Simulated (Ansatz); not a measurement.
Nd$_{2}$Sb$_{2}$Rh

```
Nd Sb Rh
1.0
     4.40113    0.00000    0.00000
    -2.20056    3.81149    0.00000
     0.00000    0.00000    8.41986
Nd Sb Rh
2 2 1
Cartesian
  0.0000 2.5410 5.6340
  2.2006 1.2705 2.7859
  0.0000 2.5410 1.1049
  2.2006 1.2705 7.3150
  0.0000 0.0000 0.0000
```

Space group P-3m1; a structure generated by program, which may or may not match a known phase; computed without spin polarisation; no Hubbard U on the f states and no spin–orbit coupling.

All numbers below come from DFT PBE, scalar-relativistic, plane waves, PAW; 4f electrons in the core of a trivalent norm-conserving potential in Ansatz 0.2.0.

Q: What can the converged valence pseudo-density and electron localisation function tell about the bonding?

A: Sb–Rh (2.77 Å): ρ at the midpoint is about 0.36 e/Å³; the ELF is about 0.40 at the midpoint.
Nd–Sb (3.05 Å): the density is about 0.24 e/Å³ at the midpoint; the ELF peaks at about 0.50 in the valence shell of Sb, 1.3 Å from its nucleus, and drops to about 0.20 between the two atoms; no localised pair shows between them.
The ELF has a maximum of about 0.75 in the space between the atoms, 2.9 Å from six Nd atoms, on no atom or two-centre bond.

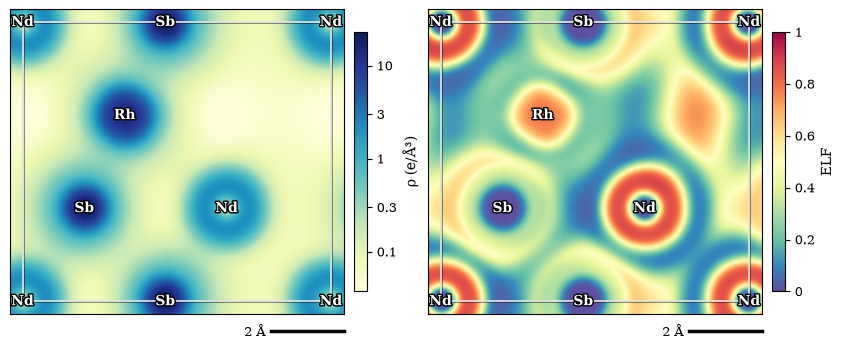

Computed valence pseudo-density and electron localisation function on the (110) plane of the conventional cell, in this order. 

The density is the valence pseudo-density of a pseudopotential calculation; it isn't the true density close to the nuclei.
